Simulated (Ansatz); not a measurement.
# Geometry relaxation, with input and output: C₂H₃OSi (charge −1) (part 2 of 2)

C₂H₃OSi, charge −1, SMILES [CH2-][Si]#CO; RKS B3LYP-D4/def2-SVP (Ansatz 0.2.0). It belongs to a series of runs on one base structure; here: end point B relaxed.

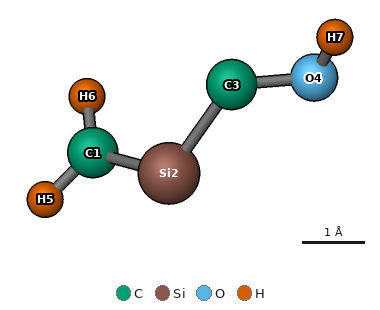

Fig. 1: The geometry at step 14 of the log (ball-and-stick view, seen at a tilt; atoms are numbered from 1 in the order of the input).

Trajectory as extended XYZ, continued:
```
7
Properties=species:S:1:pos:R:3:forces:R:3 step=6 energy=-12038.10010
C    -1.2862    1.2454   -0.2417   -0.0511   0.3133   0.0108
Si   -0.1420   -0.0915   -0.1393   -0.3740  -0.0892  -0.2444
C     0.8383   -1.1124    0.8215    0.0998   0.0688  -0.0438
O     1.9045   -1.9575    0.5258    0.0396  -0.2313   1.0987
H    -2.2594    1.0997   -0.7625    0.4752   0.0648   0.2450
H    -1.0046    2.3059   -0.0545   -0.1273  -0.4440  -0.1144
H     2.0078   -2.4596    1.3678   -0.0622   0.3177  -0.9518
7
Properties=species:S:1:pos:R:3:forces:R:3 step=7 energy=-12038.11523
C    -1.3256    1.2061   -0.1217    0.3797   0.2762  -0.3645
Si   -0.1872   -0.1834   -0.3053   -0.5926   0.1020   0.1469
C     0.8782   -1.0414    0.7637    0.4498  -0.1091  -0.2619
O     1.9868   -1.8666    0.5890   -0.8152  -0.7771   2.0132
H    -2.2598    1.1456   -0.7314    0.4523   0.0020   0.2227
H    -0.9329    2.2585   -0.0683   -0.2431  -0.6142   0.0671
H     1.8989   -2.4887    1.3910    0.3690   1.1202  -1.8234
7
Properties=species:S:1:pos:R:3:forces:R:3 step=8 energy=-12038.24203
C    -1.3171    1.2022   -0.1404    0.3344  -0.0884  -0.3216
Si   -0.3319   -0.3029   -0.2373   -0.4248   0.4692  -0.1075
C     0.8775   -1.0186    0.7886    0.4872  -0.2851  -0.0767
O     2.0025   -1.8074    0.5967   -0.9075  -0.2768   1.0490
H    -2.2156    1.2002   -0.7972    0.2748  -0.0076   0.2821
H    -0.8792    2.2225   -0.0271   -0.1286  -0.4584   0.0408
H     1.9223   -2.4659    1.3337    0.3644   0.6471  -0.8660
7
Properties=species:S:1:pos:R:3:forces:R:3 step=9 energy=-12038.32342
C    -1.2658    1.1801   -0.1999   -0.0225  -0.0216  -0.2908
Si   -0.4061   -0.3784   -0.2678   -0.3598   0.4047  -0.1823
C     0.8171   -1.0362    0.7944   -0.0152  -0.0255   0.2579
O     1.9677   -1.7340    0.6255   -0.0125   0.2948  -0.5144
H    -2.2205    1.2402   -0.7749    0.4656   0.0544   0.2941
H    -0.7993    2.1628    0.0311   -0.2049  -0.3652  -0.0238
H     1.9653   -2.4044    1.3087    0.1493  -0.3416   0.4593
7
Properties=species:S:1:pos:R:3:forces:R:3 step=10 energy=-12038.37922
C    -1.2273    1.1652   -0.2702    0.2929  -0.0086   0.1401
Si   -0.5446   -0.4595   -0.2157   -0.1314  -0.0661  -0.2587
C     0.7497   -1.0663    0.8440    0.0179  -0.0911   0.1511
O     1.8852   -1.7529    0.5343   -0.0345   0.1389   0.2790
H    -2.1474    1.3303   -0.8427   -0.1072   0.0020   0.0703
H    -0.7642    2.0786    0.1353   -0.0024  -0.0303  -0.1171
H     2.1071   -2.2653    1.3322   -0.0353   0.0552  -0.2648
7
Properties=species:S:1:pos:R:3:forces:R:3 step=11 energy=-12038.41387
C    -1.1923    1.1378   -0.2817   -0.1146  -0.1199  -0.1121
Si   -0.5711   -0.5162   -0.3157   -0.1241   0.1538  -0.0077
C     0.6810   -1.0903    0.8526    0.0411  -0.0721   0.0278
O     1.8884   -1.6398    0.5705    0.0225  -0.4147   0.5202
H    -2.1577    1.3608   -0.7724    0.2137  -0.0188   0.0526
H    -0.6874    2.0177    0.1402   -0.0041   0.0146   0.0392
H     2.0975   -2.2399    1.3237   -0.0346   0.4570  -0.5201
7
Properties=species:S:1:pos:R:3:forces:R:3 step=12 energy=-12038.36487 accepted=F
C    -1.1424    1.1097   -0.3444    0.5024   0.2994   0.6818
Si   -0.7204   -0.6198   -0.2910   -0.0749   0.3539  -0.0712
C     0.5718   -1.1603    0.9067    0.5310  -0.1570  -0.1239
O     1.8166   -1.5756    0.5287    0.1547  -0.6720   1.4569
H    -2.0846    1.4450   -0.8127    0.1577  -0.0732   0.0079
H    -0.6080    1.9315    0.2272   -0.4575  -0.7051  -0.5757
H     2.2255   -2.1005    1.3028   -0.8135   0.9540  -1.3757
7
Properties=species:S:1:pos:R:3:forces:R:3 step=13 energy=-12038.43264
C    -1.1821    1.1249   -0.2847    0.0074   0.0811  -0.0062
Si   -0.6448   -0.5519   -0.2672    0.0223  -0.0850  -0.1299
C     0.6385   -1.1329    0.8778    0.0031   0.0233   0.1256
O     1.8638   -1.6135    0.5511   -0.0371  -0.1476   0.1737
H    -2.1035    1.3976   -0.8248    0.0653  -0.0523   0.0727
H    -0.6647    1.9833    0.1698   -0.0036  -0.0229  -0.0039
H     2.1511   -2.1774    1.2952   -0.0573   0.2034  -0.2320
7
Properties=species:S:1:pos:R:3:forces:R:3 step=14 energy=-12038.44836
C    -1.1532    1.0971   -0.2833   -0.0395   0.0058  -0.0235
Si   -0.7035   -0.6086   -0.3094    0.0940  -0.0188   0.0322
C     0.5942   -1.1331    0.8927    0.0204  -0.0487  -0.0093
O     1.8198   -1.5881    0.5293   -0.0970  -0.0401   0.1750
H    -2.0600    1.4255   -0.8174    0.0731  -0.0159   0.0359
H    -0.6106    1.9175    0.2105    0.0010  -0.0185  -0.0127
H     2.1718   -2.0802    1.2946   -0.0520   0.1362  -0.1975
7
Properties=species:S:1:pos:R:3:forces:R:3 step=15 energy=-12038.44992
C    -1.1178    1.0618   -0.2770   -0.0102   0.0263  -0.0313
Si   -0.7653   -0.6669   -0.2843   -0.3149   0.1312  -0.3003
C     0.5042   -1.1947    0.9175    0.5708  -0.1300   0.2122
O     1.7678   -1.5003    0.5115   -0.2173   0.0020   0.1107
H    -1.9792    1.4522   -0.8409    0.0119  -0.0310   0.0160
H    -0.5498    1.8469    0.2445    0.0012  -0.0262   0.0279
H     2.1985   -1.9689    1.2458   -0.0416   0.0276  -0.0351
7
Properties=species:S:1:pos:R:3:forces:R:3 step=16 energy=-12038.45910
C    -1.1114    1.0524   -0.2767   -0.0634  -0.0155  -0.0432
Si   -0.7971   -0.6862   -0.3104    0.0385   0.0530  -0.0026
C     0.5036   -1.1782    0.9368    0.3147  -0.0900  -0.0869
O     1.7515   -1.5078    0.4989   -0.2938   0.0388   0.1869
H    -1.9561    1.4686   -0.8532    0.0863  -0.0388   0.0685
H    -0.5423    1.8154    0.2772   -0.0068  -0.0181  -0.0203
H     2.2102   -1.9340    1.2446   -0.0756   0.0706  -0.1024
7
Properties=species:S:1:pos:R:3:forces:R:3 step=17 energy=-12038.46059
C    -1.1123    1.0502   -0.2732   -0.0481   0.0533  -0.0360
Si   -0.7894   -0.6833   -0.3179   -0.0028  -0.0362  -0.0026
C     0.5050   -1.1737    0.9343    0.2239  -0.0577  -0.0624
O     1.7467   -1.5141    0.4975   -0.1905   0.0489   0.1347
H    -1.9576    1.4653   -0.8475    0.0679  -0.0193   0.0408
H    -0.5397    1.8138    0.2758   -0.0147  -0.0114  -0.0075
H     2.2058   -1.9281    1.2480   -0.0357   0.0223  -0.0670
7
Properties=species:S:1:pos:R:3:forces:R:3 step=18 energy=-12038.46176
C    -1.1080    1.0420   -0.2694   -0.0246   0.0618  -0.0358
Si   -0.7970   -0.6934   -0.3189   -0.0194  -0.0140   0.0027
C     0.4975   -1.1750    0.9411    0.0627  -0.0322  -0.0332
O     1.7359   -1.4946    0.4958   -0.0442  -0.0273   0.0818
H    -1.9411    1.4671   -0.8524    0.0377  -0.0061   0.0279
H    -0.5316    1.8000    0.2841   -0.0219  -0.0173  -0.0038
H     2.2028   -1.9160    1.2369    0.0097   0.0351  -0.0397
7
Properties=species:S:1:pos:R:3:forces:R:3 step=19 energy=-12038.46228
C    -1.0962    1.0362   -0.2757   -0.0027   0.0153   0.0264
Si   -0.8122   -0.7060   -0.3168   -0.0418   0.0115  -0.0243
C     0.4859   -1.1833    0.9468   -0.0134   0.0097  -0.0001
O     1.7200   -1.4894    0.4896    0.0480  -0.0095   0.0439
H    -1.9230    1.4748   -0.8563    0.0190  -0.0092   0.0063
H    -0.5262    1.7830    0.2996   -0.0070  -0.0183  -0.0238
H     2.2101   -1.8852    1.2299   -0.0021   0.0005  -0.0284
7
Properties=species:S:1:pos:R:3:forces:R:3 step=20 energy=-12038.46255
C    -1.0985    1.0335   -0.2708    0.0132   0.0101   0.0004
Si   -0.8185   -0.7093   -0.3203   -0.0071   0.0049   0.0021
C     0.4822   -1.1869    0.9448   -0.0121   0.0106  -0.0092
O     1.7201   -1.4836    0.4908    0.0154  -0.0052   0.0231
H    -1.9190    1.4779   -0.8557    0.0081  -0.0083   0.0105
H    -0.5189    1.7777    0.2979   -0.0120  -0.0150  -0.0088
H     2.2110   -1.8793    1.2305   -0.0055   0.0029  -0.0181
7
Properties=species:S:1:pos:R:3:forces:R:3 step=21 energy=-12038.46261
C    -1.0958    1.0327   -0.2729    0.0015   0.0073   0.0020
Si   -0.8209   -0.7107   -0.3216    0.0021   0.0042   0.0070
C     0.4802   -1.1874    0.9436    0.0013  -0.0021  -0.0095
O     1.7201   -1.4797    0.4920   -0.0016  -0.0040   0.0093
H    -1.9195    1.4780   -0.8520    0.0055  -0.0026   0.0019
H    -0.5159    1.7750    0.2974   -0.0061  -0.0088  -0.0049
H     2.2102   -1.8779    1.2306   -0.0027   0.0059  -0.0058
```

This output came from the following input.

The input:
```yaml
crystal:
  periodic: [false, false, false]
  atoms:
    - { symbol: C, position_ang: [-1.17203, 1.31299, -0.56316] }
    - { symbol: Si, position_ang: [-0.16488, 0.03799, 0.18012] }
    - { symbol: C, position_ang: [0.71609, -1.17132, 1.04207] }
    - { symbol: O, position_ang: [1.87186, -1.92874, 0.51337] }
    - { symbol: H, position_ang: [-2.23203, 1.05268, -0.7256] }
    - { symbol: H, position_ang: [-1.11492, 2.30615, -0.08576] }
    - { symbol: H, position_ang: [2.1543, -2.57966, 1.15608] }
total_charge: -1
basis:
  gaussian: { orbitals: def2-SVP }
hamiltonian:
  xc: b3lyp
  dispersion: d4
relax:
  f_tol: 0.015
  max_steps: 40
```

Launch command:
```bash
ansatz run input.yaml --threads 1 --pin off --max-ram 2048MiB --backend cpu --events-out ev --progress --plain --runs-dir out
```

Results in brief:

```csv
quantity,value
outcome,converged
total energy,−12038.4628 eV
mean-field energy,−12038.2067 eV
largest force (length of the vector) at the end,0.012 eV/Å
hardware,"1 thread of Arm Neoverse V1, 24 GiB of memory available, shared host"
wall time,53 s
peak memory,0.14 GiB
```
